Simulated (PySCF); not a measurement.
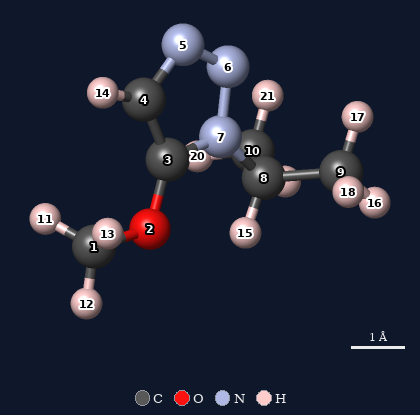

*The input geometry (ball-and-stick view, seen at a tilt; atoms are numbered from 1 in the order of the input).*

Bond lengths as drawn: C–C 1.38 to 1.53 Å, C–H 1.07 to 1.10 Å, C–N 1.35 to 1.45 Å, C–O 1.35 to 1.41 Å and N–N 1.27 to 1.34 Å.

## NMR shielding calculation, with input and output: C$_{6}$H$_{11}$N$_{3}$O

System: C$_{6}$H$_{11}$N$_{3}$O.
Method: GIAO PBE0/pcSseg-1 NMR shielding, non-relativistic, gas phase (PySCF 2.14.0).

The geometry comes from this level: GFN2-xTB. Figures and captions count atoms from 1; the log counts them from 0 in places.

What the program printed:
```
coarse grid: 17608 points
cycle   1  E = -473.9373845029  dE =  1.775e+00  |g| = 6.486e-01  |ddm| = 4.159e+00
cycle   2  E = -473.8432143559  dE =  9.417e-02  |g| = 9.596e-01  |ddm| = 1.214e+00
cycle   3  E = -474.0193947349  dE = -1.762e-01  |g| = 1.705e-01  |ddm| = 7.798e-01
cycle   4  E = -474.0244168262  dE = -5.022e-03  |g| = 7.597e-02  |ddm| = 1.803e-01
cycle   5  E = -474.0255645641  dE = -1.148e-03  |g| = 1.962e-02  |ddm| = 6.803e-02
cycle   6  E = -474.0256335727  dE = -6.901e-05  |g| = 6.527e-03  |ddm| = 1.804e-02
cycle   7  E = -474.0256421262  dE = -8.554e-06  |g| = 2.002e-03  |ddm| = 6.175e-03
final grid: 170528 points
cycle   8  E = -474.0924990537  dE = -4.915e-05  |g| = 1.146e-02  |ddm| = 3.907e-02
cycle   9  E = -474.0924770143  dE =  2.204e-05  |g| = 1.596e-02  |ddm| = 1.845e-02
cycle  10  E = -474.0925256673  dE = -4.865e-05  |g| = 1.914e-03  |ddm| = 1.118e-02
cycle  11  E = -474.0925264165  dE = -7.492e-07  |g| = 2.392e-04  |ddm| = 1.584e-03
cycle  12  E = -474.0925264246  dE = -8.073e-09  |g| = 1.436e-04  |ddm| = 2.886e-04
cycle  13  E = -474.0925264282  dE = -3.656e-09  |g| = 5.949e-05  |ddm| = 1.489e-04
cycle  14  E = -474.0925264290  dE = -7.503e-10  |g| = 1.262e-05  |ddm| = 5.930e-05
```

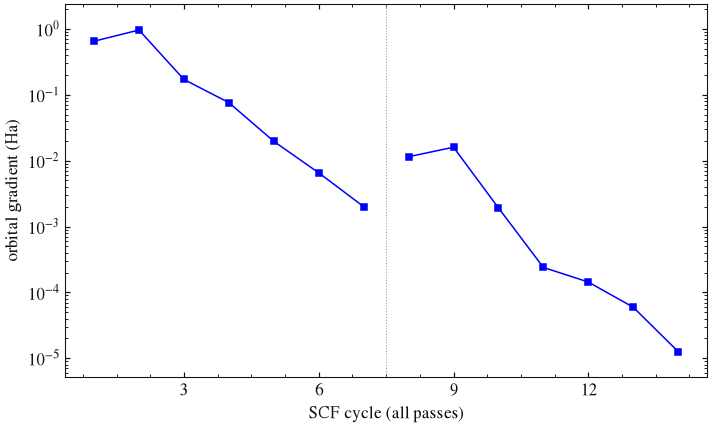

*Convergence of the self-consistent field: orbital gradient against the SCF cycle. The dotted line marks the change from a coarse to the final integration grid.*

The first 7 cycles use a coarse grid, the final grid takes over at cycle 8, and the field converges after 14 cycles in all.

```
converged SCF energy = -474.0925264290

GIAO shielding tensors (ppm)
atom      isotropic    diamagn.    paramagn.     s11        s22        s33       span
  0 C      128.036     243.277    -115.241     99.495    100.633    183.980     84.485
  1 O      258.722     402.946    -144.224    160.240    295.388    320.539    160.298
  2 C       27.177     252.463    -225.286    -24.796     19.889     86.437    111.234
  3 C       73.278     257.891    -184.612      9.566     74.993    135.276    125.710
  4 N     -119.408     329.323    -448.731   -381.704   -182.423    205.903    587.606
  5 N     -108.826     317.264    -426.089   -348.928   -109.921    132.371    481.299
  6 N        5.567     335.429    -329.863   -119.182     20.963    114.919    234.101
  7 C      138.348     243.173    -104.826    113.977    141.821    159.244     45.267
  8 C      161.589     247.585     -85.997    145.343    154.267    185.157     39.814
  9 C      161.565     247.596     -86.031    145.314    154.250    185.130     39.816
 10 H       27.814      28.441      -0.628     24.631     24.951     33.859      9.227
 11 H       27.371      28.140      -0.769     22.811     25.625     33.677     10.866
 12 H       27.814      28.440      -0.626     24.633     24.949     33.860      9.226
 13 H       24.755      32.139      -7.384     21.855     24.434     27.976      6.121
 14 H       27.325      33.631      -6.306     22.696     27.369     31.910      9.213
 15 H       30.522      29.664       0.857     26.587     27.702     37.276     10.689
 16 H       29.500      30.707      -1.207     25.188     28.594     34.718      9.530
 17 H       30.378      31.019      -0.641     25.820     28.833     36.480     10.661
 18 H       30.521      29.669       0.853     26.589     27.701     37.275     10.686
 19 H       30.376      31.022      -0.647     25.817     28.836     36.476     10.659
 20 H       29.499      30.708      -1.209     25.191     28.590     34.717      9.526
```

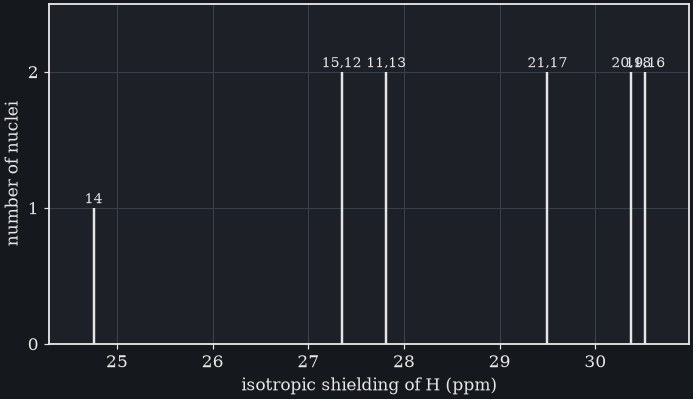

*Isotropic shieldings of the hydrogen nuclei in this fixed geometry, labelled by atom number; shielding grows to the right, so chemical shift grows to the left.*

The least shielded is H14 (24.8 ppm), the most shielded H16 (30.5 ppm).

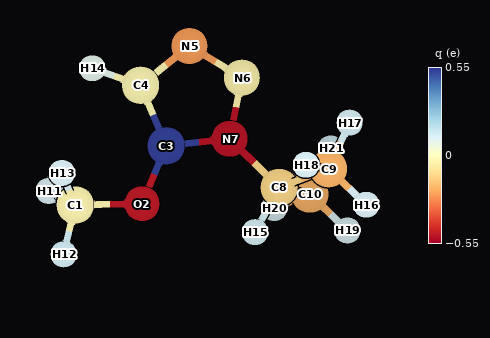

*Mulliken charges, as the colour of each atom (ball-and-stick view, seen at a tilt; atoms are numbered from 1 in the order of the input).*

By element: C −0.20 to +0.53, O −0.49, N −0.50 to −0.04 and H +0.09 to +0.14 e.

This output came from the following input.

Input:
```
{"job": {"kind": "nmr", "xc": "PBE0", "basis": "pcSseg-1"}, "charge": 0, "multiplicity": 1}
C      2.964497     0.398024    -1.080687
O      1.566035     0.424501    -0.889310
C      1.125162    -0.253152     0.191413
C      1.723703    -0.992780     1.191962
N      0.744477    -1.432161     2.006300
N     -0.385804    -1.021592     1.583357
N     -0.197765    -0.297402     0.476328
C     -1.285103     0.314743    -0.253847
C     -2.001207     1.310179     0.654365
C     -2.232554    -0.774463    -0.748358
H      3.323370    -0.625479    -1.222023
H      3.153421     0.981510    -1.979522
H      3.486757     0.847604    -0.231309
H      2.752515    -1.226141     1.367912
H     -0.827388     0.834635    -1.102804
H     -2.824936     1.777205     0.122138
H     -2.387717     0.790461     1.527061
H     -1.315241     2.086078     0.986155
H     -3.058296    -0.331044    -1.297392
H     -1.708771    -1.466508    -1.403736
H     -2.624077    -1.327275     0.101526
```

The first line tells a small driver script what to run in PySCF; the rest is the geometry in Å.

Launch command:
```bash
OMP_NUM_THREADS=1 python <driver script> task.json out
```

Results in brief:

| quantity | value |
| --- | --- |
| outcome | converged |
| total energy | −474.092526 hartree |
| HOMO | −6.76 eV |
| LUMO | 0.47 eV |
| dipole moment | 4.80 D |
| isotropic shielding, C | 27.2 to 161.6 ppm |
| isotropic shielding, O | 258.7 ppm |
| isotropic shielding, N | −119.4 to 5.6 ppm |
| isotropic shielding, H | 24.8 to 30.5 ppm |
| hardware | 1 CPU thread, shared host |
| wall time | 45 s |
| peak memory | 1.1 GiB |
